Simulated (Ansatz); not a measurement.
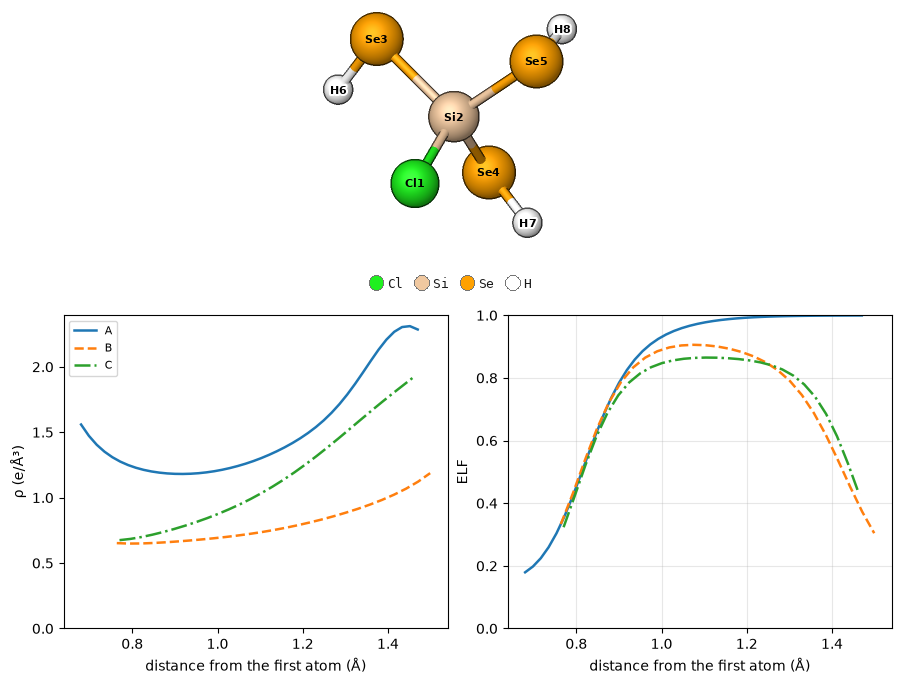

Figure 1: ClH3Se3Si (SMILES Cl[Si]([SeH])([SeH])[SeH]). Total electron density and electron localisation function along straight lines between neighbouring atoms. The curves leave out the atomic cores. The structure is drawn too.

Geometry: PBE0-D4/def2-TZVP.

Level of theory: Ansatz, RKS PBE0-D4/def2-TZVPP.

Input

```
crystal:
  periodic: [false, false, false]
  atoms:
    - {symbol: Cl, position_ang: [-1.174727, 0.810556, 1.880370]}
    - {symbol: Si, position_ang: [-0.119851, -0.043764, 0.339536]}
    - {symbol: Se, position_ang: [1.978958, -0.640149, 0.938802]}
    - {symbol: Se, position_ang: [0.096104, 1.413112, -1.380232]}
    - {symbol: Se, position_ang: [-1.285883, -1.929157, -0.128733]}
    - {symbol: H, position_ang: [2.433788, 0.757173, 1.016665]}
    - {symbol: H, position_ang: [-1.337706, 1.741314, -1.375211]}
    - {symbol: H, position_ang: [-0.498483, -2.166084, -1.347098]}
basis:
  gaussian: {orbitals: def2-TZVPP}
hamiltonian: {xc: pbe0, dispersion: d4}
output: {orbitals: {seedname: orbitals}}
```

Run with:

```sh
ansatz run in.yaml --threads 4 --pin off --events-out ev --progress --plain --max-ram 11315MiB
```

Q: Which curve belongs to which contact (Se–H, Si–Cl and Si–Se)? The first atom named is at distance zero.

A: Curve A: Se–H (1.47 Å): ρ is about 1.4 e/Å³ halfway; the ELF climbs to about 1 towards the hydrogen, as it does in any bond to H. Curve B: Si–Se (2.26 Å): the density is about 0.75 e/Å³ at the midpoint, with its minimum of 0.65 e/Å³ about 0.8 Å from Si; the ELF peaks at about 0.90 between the atoms: localised, covalent bonding. Curve C: Si–Cl (2.05 Å): ρ is about 0.91 e/Å³ halfway; the ELF peaks at about 0.85 between the atoms: a shared but strongly polarised pair.
